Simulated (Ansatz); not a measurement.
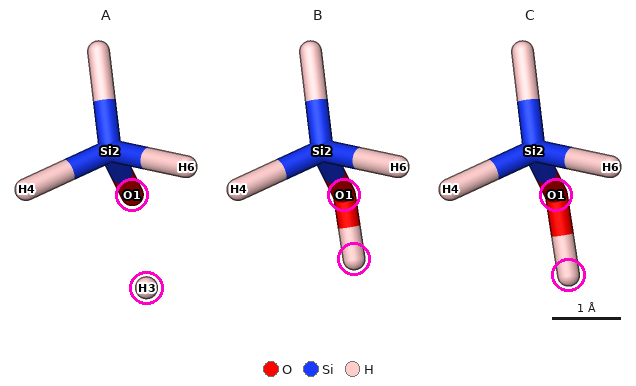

Energy scan for SiH4O, in which the O–H bond length is varied, with the rest of the molecule carried along rigidly. Style: stick. Shown from a free direction. The ringed atoms are those of the scanned coordinate.

Computed with Ansatz: CCSD(T), basis def2-TZVPP, on geometries moved rigidly from the minimum at PBE0-D4/def2-TZVP. Coupled cluster with a frozen core. Energies are counted from the PBE0-D4/def2-TZVP minimum geometry at the same level.

### Order these geometries by energy, lowest first.

Lowest first: B (the distance 0.958 Å, 0.0 kJ/mol), C (the distance 1.200 Å, 91.6 kJ/mol), A (the distance 1.388 Å, 203.6 kJ/mol). Over the whole scan: the lowest computed point lies at the distance 0.958 Å (0.0 kJ/mol). The end points stand at 117.4 kJ/mol (0.785 Å) and 203.6 kJ/mol (1.388 Å). The curvature at the lowest point is about 54 eV/Å² (8.7 mdyn/Å). The well is steeper on the short side, as for any bond. At 1.388 Å the mean-field solution behind CCSD(T) isn't stable (a lower one of broken symmetry exists), so those energies are less reliable.
